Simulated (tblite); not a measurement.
**Geometry relaxation, with input and output: ZnH2O**

- system: ZnH2O
- method: GFN2-xTB geometry optimisation, gas phase (tblite 0.8.0)

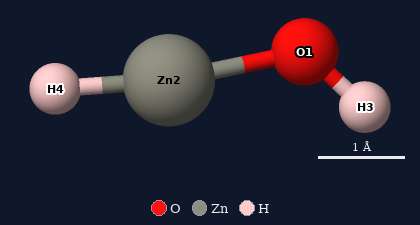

**Figure 1.** The structure as given in the input (ball-and-stick view, seen on its broad side; atoms are numbered from 1 in the order of the input). Sticks mark near contacts. Bond lengths as drawn: H–O 0.95 Å, H–Zn 1.33 Å and O–Zn 1.63 Å.

Results in brief:

```csv
quantity,value
outcome,converged
total energy,−153.2547 eV
hardware,"1 CPU thread, shared host"
peak memory,0.17 GiB
```

Input file:
```
{"job": {"kind": "relax", "xc": "GFN2-xTB", "basis": "xTB"}, "charge": 0, "multiplicity": 1}
O      1.128189     0.151607    -0.032050
Zn     1.488395    -0.521254     1.404483
H      1.058985    -0.313799    -0.857972
H      1.648051    -0.922324     2.657396
```

The first line tells a small driver script what to run in tblite; the rest is the geometry in Å.

Launched with:
```bash
OMP_NUM_THREADS=1 python <driver script> task.json out
```

Output:
```
step      E/eV     max force
  0    -152.97633    2.761
  1    -153.07994    1.222
  2    -153.13561    0.565
  3    -153.17083    0.465
  4    -153.17841    0.301
  5    -153.18341    0.272
  6    -153.18999    0.376
  7    -153.19850    0.418
  8    -153.20948    0.615
  9    -153.22408    0.615
 10    -153.23918    0.302
 11    -153.24288    0.149
 12    -153.24364    0.191
 13    -153.24459    0.143
 14    -153.24564    0.182
 15    -153.25112    0.307
 16    -153.25312    0.236
 17    -153.25428    0.097
 18    -153.25459    0.033
 19    -153.25467    0.019
 20    -153.25468    0.005
```

Trajectory as extended XYZ (Å, eV, eV/Å), 21 frames, from step=0 to step=20:
```
4
Properties=species:S:1:pos:R:3:forces:R:3 step=0 energy=-152.97633
O     1.1282    0.1516   -0.0320   -0.1820   0.1270  -0.8510
Zn    1.4884   -0.5213    1.4045   -0.1110   0.2970  -1.5290
H     1.0590   -0.3138   -0.8580   -0.0620   0.2780  -0.2670
H     1.6481   -0.9223    2.6574    0.3540  -0.7010   2.6470
4
Properties=species:S:1:pos:R:3:forces:R:3 step=1 energy=-153.07994
O     1.1256    0.1534   -0.0442   -0.1960   0.4250  -0.6410
Zn    1.4868   -0.5170    1.3826    0.1210  -0.2510   0.0910
H     1.0581   -0.3098   -0.8618   -0.0910   0.0620  -0.6380
H     1.6531   -0.9323    2.6952    0.1660  -0.2360   1.1880
4
Properties=species:S:1:pos:R:3:forces:R:3 step=2 energy=-153.13561
O     1.1205    0.1634   -0.0618   -0.1290   0.2790  -0.3850
Zn    1.4891   -0.5215    1.3789    0.1280  -0.3230   0.4210
H     1.0558   -0.3074   -0.8771   -0.0780   0.0710  -0.5550
H     1.6582   -0.9403    2.7318    0.0800  -0.0270   0.5180
4
Properties=species:S:1:pos:R:3:forces:R:3 step=3 energy=-153.17083
O     1.1137    0.1765   -0.0845   -0.0330  -0.0300  -0.1290
Zn    1.4933   -0.5317    1.3829    0.0640  -0.2490   0.3870
H     1.0523   -0.3030   -0.9012   -0.0500   0.1650  -0.2970
H     1.6643   -0.9476    2.7747    0.0180   0.1140   0.0390
4
Properties=species:S:1:pos:R:3:forces:R:3 step=4 energy=-153.17841
O     1.1109    0.1797   -0.0947    0.0170  -0.1460   0.0420
Zn    1.4956   -0.5388    1.3889    0.0180  -0.1750   0.2440
H     1.0502   -0.2980   -0.9141   -0.0390   0.1790  -0.2220
H     1.6669   -0.9486    2.7918    0.0040   0.1420  -0.0650
4
Properties=species:S:1:pos:R:3:forces:R:3 step=5 energy=-153.18341
O     1.1096    0.1784   -0.1001    0.0450  -0.2460   0.1060
Zn    1.4971   -0.5462    1.3960   -0.0210  -0.1090   0.0840
H     1.0482   -0.2912   -0.9263   -0.0260   0.2120  -0.1130
H     1.6688   -0.9467    2.8022    0.0020   0.1440  -0.0760
4
Properties=species:S:1:pos:R:3:forces:R:3 step=6 energy=-153.18999
O     1.1092    0.1703   -0.1035    0.0710  -0.3170   0.1890
Zn    1.4982   -0.5577    1.4066   -0.0660  -0.0310  -0.1490
H     1.0452   -0.2777   -0.9430   -0.0120   0.2200  -0.0160
H     1.6710   -0.9407    2.8118    0.0070   0.1280  -0.0240
4
Properties=species:S:1:pos:R:3:forces:R:3 step=7 energy=-153.19850
O     1.1107    0.1521   -0.1025    0.0770  -0.3750   0.1660
Zn    1.4984   -0.5738    1.4189   -0.1050   0.0350  -0.4020
H     1.0411   -0.2552   -0.9649    0.0120   0.2390   0.1570
H     1.6735   -0.9288    2.8204    0.0160   0.1010   0.0790
4
Properties=species:S:1:pos:R:3:forces:R:3 step=8 energy=-153.20948
O     1.1143    0.1211   -0.0969    0.0610  -0.3660   0.0730
Zn    1.4967   -0.5942    1.4293   -0.1260   0.0640  -0.5990
H     1.0363   -0.2224   -0.9883    0.0380   0.2270   0.3360
H     1.6763   -0.9104    2.8277    0.0270   0.0750   0.1910
4
Properties=species:S:1:pos:R:3:forces:R:3 step=9 energy=-153.22408
O     1.1203    0.0772   -0.0865    0.0150  -0.2680  -0.1280
Zn    1.4924   -0.6171    1.4329   -0.1080   0.0290  -0.6040
H     1.0317   -0.1804   -1.0074    0.0630   0.1770   0.4920
H     1.6792   -0.8855    2.8329    0.0300   0.0620   0.2400
4
Properties=species:S:1:pos:R:3:forces:R:3 step=10 energy=-153.23918
O     1.1269    0.0328   -0.0762   -0.0280  -0.0420  -0.1450
Zn    1.4860   -0.6351    1.4246   -0.0330  -0.0820  -0.2890
H     1.0299   -0.1423   -1.0094    0.0430   0.0630   0.2690
H     1.6809   -0.8612    2.8329    0.0180   0.0620   0.1650
4
Properties=species:S:1:pos:R:3:forces:R:3 step=11 energy=-153.24288
O     1.1286    0.0153   -0.0751   -0.0280   0.0630  -0.0080
Zn    1.4834   -0.6447    1.4181    0.0110  -0.1370  -0.0560
H     1.0295   -0.1260   -1.0082    0.0180   0.0030   0.0250
H     1.6821   -0.8504    2.8371   -0.0010   0.0710   0.0390
4
Properties=species:S:1:pos:R:3:forces:R:3 step=12 energy=-153.24364
O     1.1297    0.0002   -0.0743   -0.0510   0.0800  -0.1660
Zn    1.4820   -0.6576    1.4165    0.0300  -0.1470   0.0440
H     1.0282   -0.1089   -1.0143    0.0350  -0.0040   0.1720
H     1.6837   -0.8394    2.8439   -0.0140   0.0720  -0.0500
4
Properties=species:S:1:pos:R:3:forces:R:3 step=13 energy=-153.24459
O     1.1288   -0.0004   -0.0764   -0.0190   0.0960   0.0920
Zn    1.4821   -0.6631    1.4148    0.0280  -0.1320   0.0460
H     1.0288   -0.1062   -1.0123    0.0100  -0.0350  -0.0560
H     1.6839   -0.8360    2.8458   -0.0190   0.0710  -0.0820
4
Properties=species:S:1:pos:R:3:forces:R:3 step=14 energy=-153.24564
O     1.1281   -0.0010   -0.0759   -0.0100   0.0950   0.1550
Zn    1.4824   -0.6700    1.4139    0.0220  -0.1160   0.0160
H     1.0294   -0.1035   -1.0113    0.0050  -0.0430  -0.1030
H     1.6837   -0.8313    2.8452   -0.0170   0.0650  -0.0670
4
Properties=species:S:1:pos:R:3:forces:R:3 step=15 energy=-153.25112
O     1.1230   -0.0007   -0.0676    0.0210   0.0620   0.3000
Zn    1.4849   -0.7207    1.4054   -0.0090  -0.0190  -0.1300
H     1.0343   -0.0878   -1.0042   -0.0090  -0.0630  -0.1960
H     1.6814   -0.7966    2.8382   -0.0040   0.0200   0.0260
4
Properties=species:S:1:pos:R:3:forces:R:3 step=16 energy=-153.25312
O     1.1198    0.0057   -0.0604    0.0220   0.0360   0.2330
Zn    1.4866   -0.7451    1.3984   -0.0140   0.0130  -0.1380
H     1.0378   -0.0859   -0.9985   -0.0090  -0.0520  -0.1490
H     1.6794   -0.7805    2.8323    0.0010   0.0020   0.0540
4
Properties=species:S:1:pos:R:3:forces:R:3 step=17 energy=-153.25428
O     1.1171    0.0175   -0.0538    0.0130   0.0070   0.0830
Zn    1.4883   -0.7572    1.3915   -0.0100   0.0210  -0.0940
H     1.0408   -0.0924   -0.9929   -0.0070  -0.0210  -0.0510
H     1.6775   -0.7737    2.8271    0.0040  -0.0070   0.0620
4
Properties=species:S:1:pos:R:3:forces:R:3 step=18 energy=-153.25459
O     1.1167    0.0224   -0.0528    0.0040   0.0020  -0.0030
Zn    1.4886   -0.7550    1.3892    0.0000   0.0080  -0.0320
H     1.0412   -0.0972   -0.9920   -0.0040  -0.0040   0.0040
H     1.6772   -0.7760    2.8275    0.0010  -0.0060   0.0310
4
Properties=species:S:1:pos:R:3:forces:R:3 step=19 energy=-153.25467
O     1.1168    0.0252   -0.0538    0.0010   0.0010  -0.0190
Zn    1.4887   -0.7498    1.3889    0.0040  -0.0010  -0.0010
H     1.0409   -0.1010   -0.9924   -0.0030   0.0020   0.0130
H     1.6773   -0.7802    2.8291   -0.0020  -0.0010   0.0070
4
Properties=species:S:1:pos:R:3:forces:R:3 step=20 energy=-153.25468
O     1.1168    0.0256   -0.0544    0.0020   0.0010  -0.0050
Zn    1.4888   -0.7488    1.3891    0.0040  -0.0010   0.0020
H     1.0407   -0.1014   -0.9926   -0.0030   0.0000   0.0030
H     1.6773   -0.7811    2.8298   -0.0030   0.0000  -0.0010
```

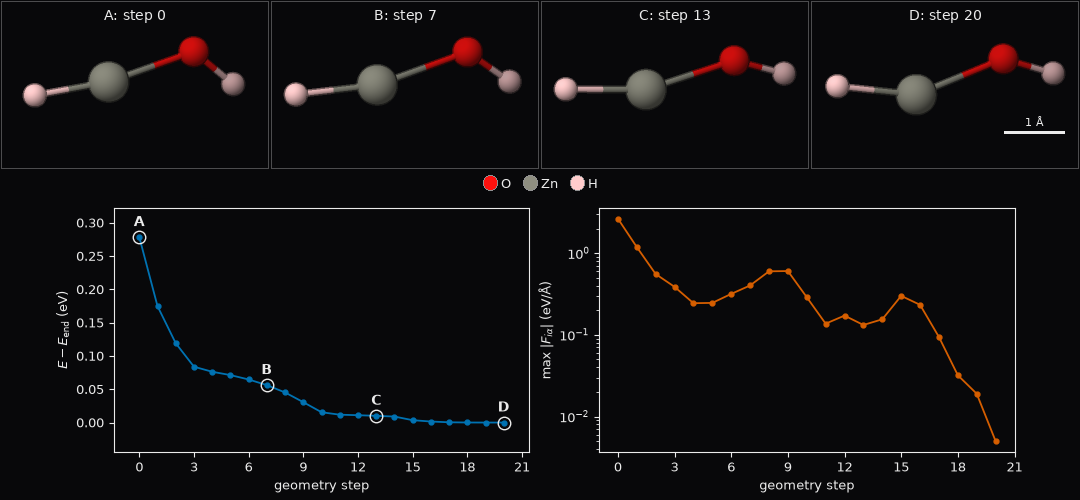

**Figure 2.** Frames of the relaxation (ball-and-stick view, seen at a tilt) above the curves, on which the letters mark them (steps are counted from 0).

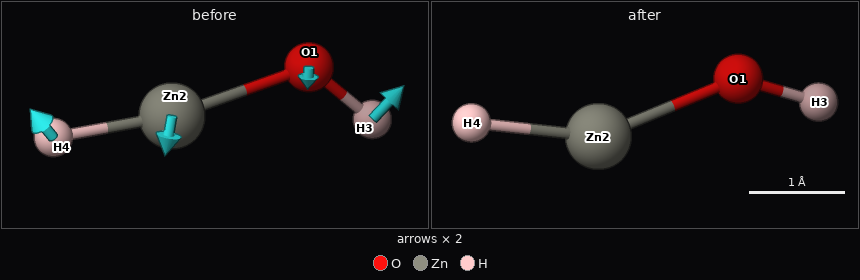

**Figure 3.** Before (left) and after (right) the relaxation, at one scale (ball-and-stick view, seen at a tilt). The teal arrows give the displacements, magnified 2 times. After 20 geometry steps the energy has fallen by 0.278 eV. The largest force component goes from 2.6 to 0.005 eV/Å. H3 moves most after the best rigid fit: 0.25 Å. Largest moves by element: H 0.25 Å, Zn 0.23 Å, O 0.13 Å. Among the contacts that change: Zn2–H4 1.325 → 1.453 Å, O1–Zn2 1.627 → 1.680 Å. Among the angles that change: Zn2–O1–H3 125.5° → 143.6°, O1–Zn2–H4 170.7° → 153.0°. (Atoms are counted from 1 in the order of the input.)
